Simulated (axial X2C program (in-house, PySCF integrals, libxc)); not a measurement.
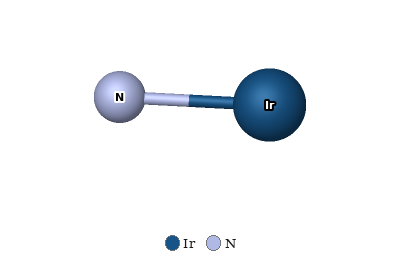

Figure 1. The molecule at the reference distance of 1.587 Å.

# IrN: relativistic diatomic calculation

IrN, single determinant with Ω = 0. Computed at this level: r2SCAN0, two-component X2C with atomic mean-field Coulomb and Gaunt terms, Ir dyall-v3z, N dyall-v3z (cores contracted) (axial X2C program (in-house, PySCF integrals, libxc)).

### The input
```
{"zs": [77, 7], "q": 0, "bas": ["dyall-v3z", "dyall-v3z"], "levels": ["PBE0", "HF", "BP86", "r2SCAN0"], "cc": false, "r0": 1.75, "npts": 10, "nst": 2, "ntry": 6}
```

The line is the task of a batch: nuclear charges, charge, bases, the levels to run, a first guess of the distance and further settings. This report covers r2SCAN0 with spin-orbit coupling. The log is that of the reference distance 1.587 Å.

Launched within a batch (the task file carries these settings):
```bash
python <driver script> task.json out
```

### Log
```
two-component X2C + atomic mean field  r2SCAN0
basis functions 201  fitting functions 1130  grid points 5072
iter        total energy     max residual
   1     -17884.953323291     2.84e-01
   2     -17884.957072482     4.74e-03
   3     -17884.953227867     2.10e-02
   4     -17884.957205852     4.98e-03
   5     -17884.957400311     2.00e-03
   6     -17884.957435498     1.70e-04
   7     -17884.957436620     3.77e-05
   8     -17884.957437038     3.44e-05
   9     -17884.957437228     5.07e-06
  10     -17884.957437234     3.57e-06
  11     -17884.957437235     6.52e-07
converged
one-electron -24861.16519960  Coulomb 7172.18360237  exact exchange -88.44398720  xc functional -271.12403039  nuclear repulsion 179.72685361  atomic mean-field constant -16.13467602
```

### The points of the curve

| R (Å) | E (hartree) | dipole (D; origin at the first atom, positive when the second is positive) | highest filled (eV) | lowest empty (eV) |
| --- | --- | --- | --- | --- |
| 1.381 | −17884.878943 | −0.62 | −6.77 | −2.68 |
| 1.444 | −17884.926200 | −1.03 | −6.87 | −2.97 |
| 1.492 | −17884.946034 | −1.33 | −6.93 | −3.18 |
| 1.539 | −17884.955680 | −1.61 | −6.98 | −3.37 |
| 1.587 | −17884.957437 | −1.88 | −7.02 | −3.54 |
| 1.643 | −17884.951975 | −2.17 | −7.05 | −3.71 |
| 1.698 | −17884.940618 | −2.44 | −7.08 | −3.86 |
| 1.770 | −17884.920271 | −2.77 | −7.11 | −4.02 |
| 1.857 | −17884.890293 | −3.11 | −7.13 | −4.17 |
| 1.984 | −17884.842950 | −3.50 | −7.14 | −4.34 |

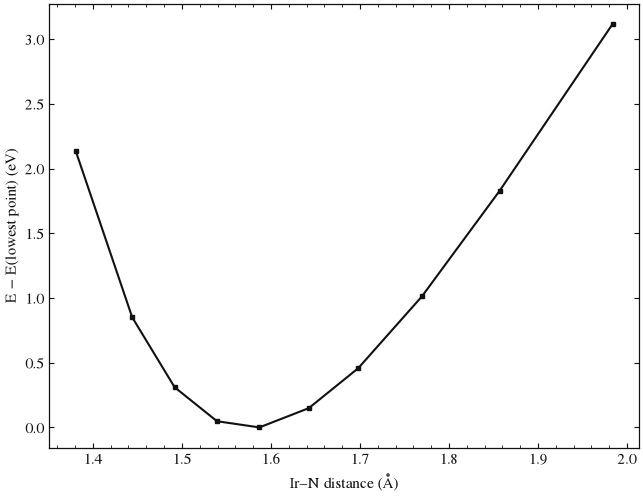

Figure 2. Energy at 10 bond lengths, for one set of occupations held fixed; the line joins the points. A polynomial of degree 6 through 9 points gives rₑ = 1.575 Å, ωₑ = 1268 cm⁻¹, ωₑxₑ = 4.8 cm⁻¹ and Bₑ = 0.5204 cm⁻¹. The minimum lies 4.31 eV below Ir + N, each computed as one determinant at the same level.

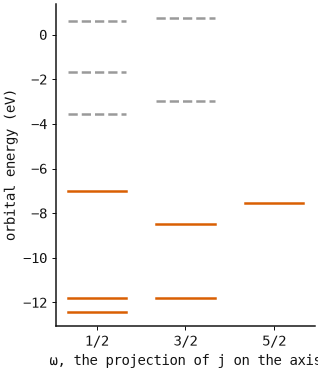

Figure 3. Orbital energies near the frontier at 1.59 Å, filled (solid) and empty (dashed); the Kramers partners at −ω are degenerate and not drawn. The highest filled spinor (1/2; 57 % Ir s, 18 % Ir d) lies at −7.02 eV, the lowest empty one (1/2; 35 % Ir d, 31 % N p) at −3.54 eV.

### Summary

- outcome: converged
- bond length rₑ: 1.575 Å
- ωₑ: 1268 cm⁻¹
- energy at the minimum: −17884.95763 hartree
- depth below the fragments: 4.31 eV
- hardware: 1 CPU thread, shared host
- wall time: 15 s
